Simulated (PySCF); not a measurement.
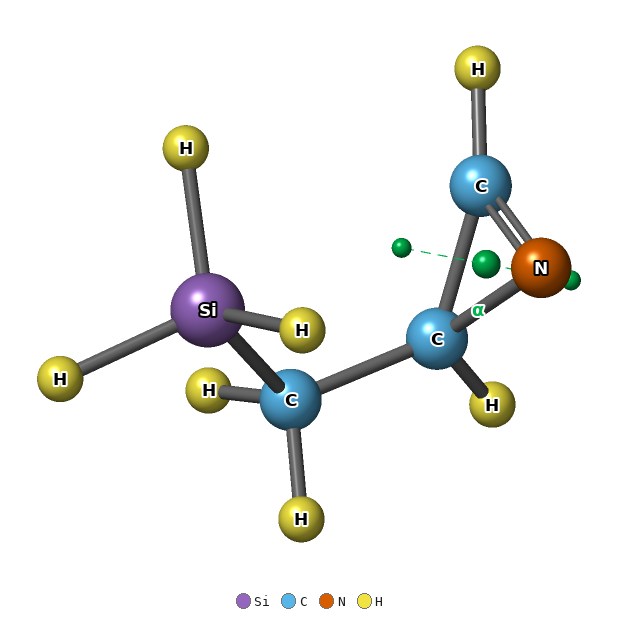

The small points mark where nucleus-independent chemical shifts (NICS) were computed: at the centre of each lettered ring and 1 Å above and below it. The computed structure is the end point of a PBE0-D3(BJ)/def2-SVP optimisation. No frequency run is at hand to confirm it as a minimum. Level of theory: GIAO PBE0/IGLO-III NMR shielding, non-relativistic, gas phase (PySCF 2.14.0).

Give NICS(0), NICS(1) and the out-of-plane component NICS(1)zz for each ring (means of the two sides).

```
ring  members  NICS(0)  NICS(1)  NICS(1)zz
   α      C2N    −27.8     −8.4      −20.1
```

Values in ppm.
